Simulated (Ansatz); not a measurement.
## Electronic structure of AlFH₆N₂···HF in real space

```xyz
12

Al   -0.0633   -0.7867   -0.5575
H     0.7345   -1.4296   -1.7797
N    -1.8083   -0.3830   -0.7665
N     0.8169    1.0156   -0.2469
H     0.1503    1.7475   -0.4950
F     0.3543   -1.4212    0.9970
H     0.8103   -0.4057    2.0277
F     1.0639    0.4450    2.4238
H    -2.3133   -0.7301   -1.5744
H    -2.4589   -0.3125    0.0083
H     1.6652    1.1595   -0.7947
H     1.0485    1.1014    0.7576
```

Theory: Ansatz, RKS r2SCAN-D4/6-31G*.

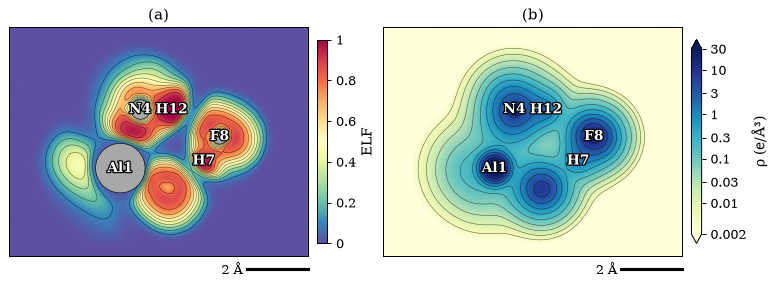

Figure 1. (a) ELF; (b) total electron density on the plane of atoms Al1, N4 and H12. Grey discs cover the atomic cores in the ELF map.

**What do the fields say about this system?**

- The section cuts through Al, N, H and F sites.
- F–H (0.97 Å): ρ at the midpoint is about 4.1 e/Å³; the ELF climbs to about 1 towards the hydrogen, as it does in any bond to H: a covalent bond by its length.
- Al–N (2.03 Å): ρ is about 0.5 e/Å³ halfway; the ELF peaks at about 0.95 in the valence shell of N, 0.7 Å from its nucleus, and is about 0.75 at the midpoint.
- N–H (1.03 Å): ρ at the midpoint is about 2.8 e/Å³; the ELF climbs to about 1 towards the hydrogen (an ordinary covalent bond to hydrogen).
- The ELF also peaks beside F6 and F8, away from the bonds: lone-pair regions.

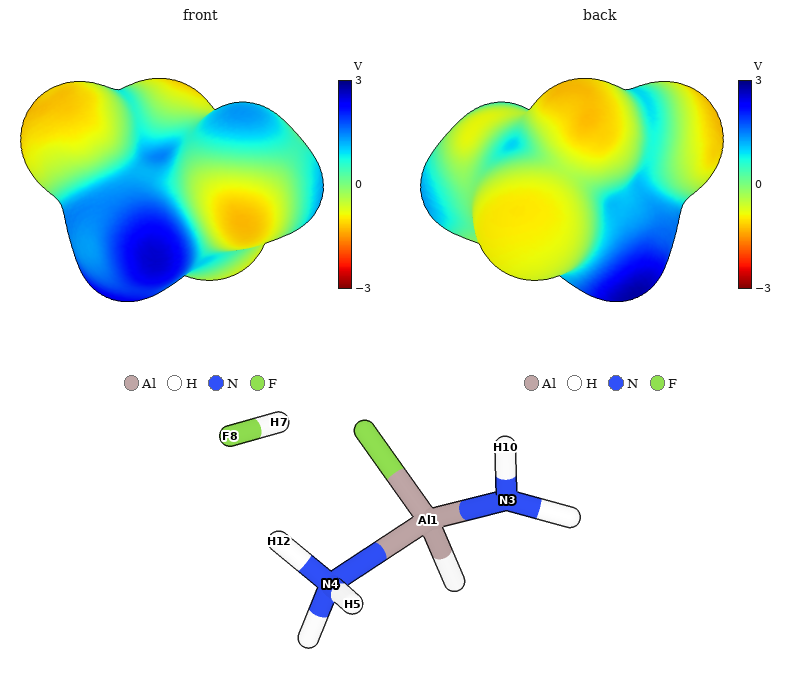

Figure 2. The molecular electrostatic potential painted on the density surface at 0.002 e/bohr³, seen from the front and from behind; the colour scale runs from red (negative) to blue (positive). The bare structure is drawn below in the same view.

**Describe the electrostatic potential map.**

The most negative region (about −1.3 V, or −30 kcal/mol for a unit charge) lies over N3, F6 and F8, the most positive (about +2.7 V, or +62 kcal/mol for a unit charge) over H11.

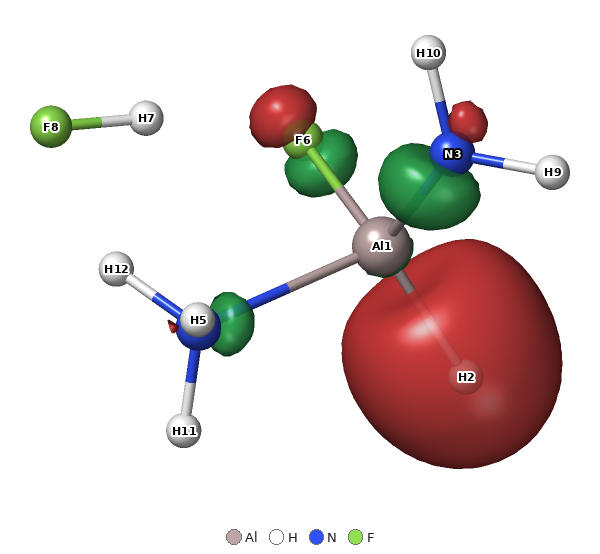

Figure 3. The HOMO−1 at ±0.2 Å⁻³ᐟ² (green and red are the two phases), seen at a tilt.

**Where does this orbital lie, and at what energy?**

Its weight (Hirshfeld) is mainly on H2 (about 50 %), Al1 (about 30 %) and N3 (about 5 %). Its energy is −7.19 eV.
